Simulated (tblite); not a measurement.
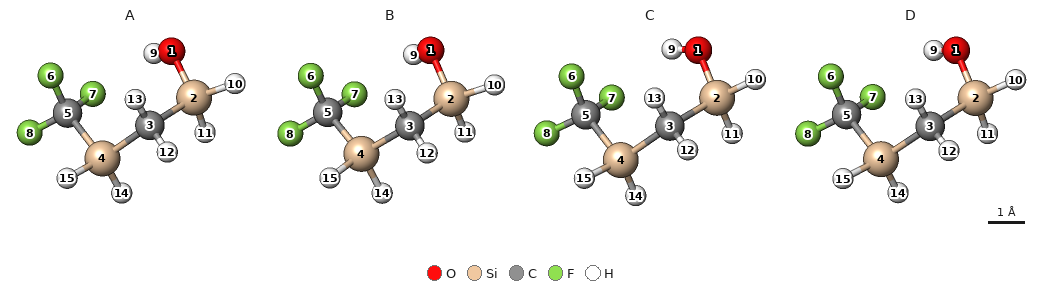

4 geometries from one relaxation of C2H7F3OSi2, in shuffled order. The picture is a ball-and-stick view, seen from a free direction.

Computed with GFN2-xTB geometry optimisation, gas phase (tblite 0.8.0). 

### Order the frames from highest to lowest energy.

B, A, D, C. They are steps 0, 5, 14, 45, at +12.7 kcal/mol, +2.76 kcal/mol, +0.58 kcal/mol relative to the last. The energy falls by 12.7 kcal/mol in 45 geometry steps. The largest move after the best rigid fit is that of H9, 0.27 Å. By element the largest moves are H 0.27 Å, O 0.22 Å, Si 0.19 Å, F 0.12 Å, C 0.10 Å. Among the contacts that change: Si4–C5 1.833 → 1.951 Å, Si2–C3 1.835 → 1.926 Å, O1–Si2 1.659 → 1.614 Å, Si2–H10 1.484 → 1.456 Å. Bond angles that change, for instance: Si2–C3–Si4 107.4° → 117.9°, C5–Si4–H14 112.8° → 103.0°, C3–Si4–H15 106.2° → 115.4°. Groups turn about O1–Si2 by about 30°. Cost: 0.54 s on 1 thread of Intel(R) Xeon(R) Platinum 8259CL CPU @ 2.50GHz, with other jobs on the host.
